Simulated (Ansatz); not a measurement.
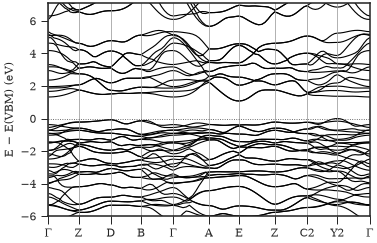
Band structure from DFT-r²SCAN in the program Ansatz with PAW potentials

**Question.** Read off the gap and where the band edges lie.

**Answer.** About 1.1 eV (1.08 eV by a search for the band edges); maximum at Y2, minimum at E.

**Question.** Which of these materials gives this?
(A) LaAs2, P2_1/c (La on 4e, As on 4e, As on 4e)
(B) YSeO3, P2_1/c (Pearson symbol mP40)
(C) S, P2/c (Pearson symbol mP32)
(D) TeAsRu, P2_1/c (Te on 4e, As on 4e, Ru on 4e)

**Answer.** D, TeAsRu, P2_1/c (Te on 4e, As on 4e, Ru on 4e)

The workflow started from a Materials Project entry (that database holds measured and hypothetical structures alike); the Crystallography Open Database copy checked does not list it. Its standing as an ambient phase is unchecked. Symmetry was held in the r²SCAN relaxation; its stability against distortions is not shown here. No spin polarisation was allowed. Scalar-relativistic: spin–orbit coupling is off unless named, which matters more the heavier the elements.

Potentials: the later of the program's two PAW sets.
